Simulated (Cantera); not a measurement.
Input: 1 mol Si, 0.25 mol CO2, 440 mol H2, held at 1600 K.

Equilibrium computed with Cantera from the NASA thermochemical tables; the gas is ideal and each condensed phase is pure. Candidate condensed phases: C, C6H6, C7H8, C8H18, H2O, Si, SiC, SiO2; 123 gas species. Mutual solubility and eutectic melting of coexisting phases are not modelled. The tables hold silica as quartz up to 1696 K and as liquid above; real silica turns to tridymite and cristobalite and melts near 1996 K. Gases not in the tables: Si2H6 and higher silanes. Equilibrium is a limit: real reactors are often held back by kinetics, nucleation or transport.

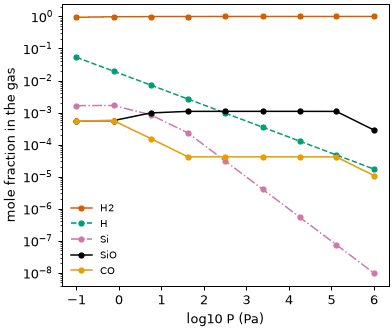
Figure. Equilibrium gas composition (values under 1e-9 drawn at 1e-9)

From 0.100 Pa to 0.750 Pa nothing is condensed. At 5.60 Pa the condensed part is SiC(s). From 42.0 Pa to 130000 Pa the condensed part is Si(s) + SiC(s). At 1000000 Pa the condensed part is Si(s) + SiC(s) + SiO2(β-quartz). The main Si-bearing gas is Si at 0.100 Pa and SiO at 1000000 Pa.
